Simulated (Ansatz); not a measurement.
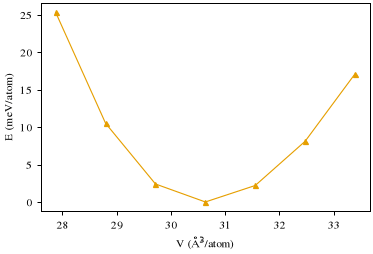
Rb2TlInCl6 in space group Fm-3m (No. 225; Rb on 8c, Tl on 4b, In on 4a, Cl on 24e) under volume change, LDA (plane waves, PAW; program Ansatz), shape and atoms relaxed at each volume.

**Question.** What does a third-order Birch–Murnaghan fit give for V₀, B₀ and B′?

**Answer.** V₀ = 30.63 Å³/atom, B₀ = 26.6 GPa, B′ = 5.5.

The first step of the workflow began from a Materials Project structure, measured or hypothetical; the Crystallography Open Database copy checked does not list it. Its standing as an ambient phase is unchecked. Symmetry was held in the LDA relaxation. At this level the phase is dynamically unstable (imaginary phonons). Spin–orbit coupling is left out wherever it is not named.

Potentials: the later of the program's two PAW sets.
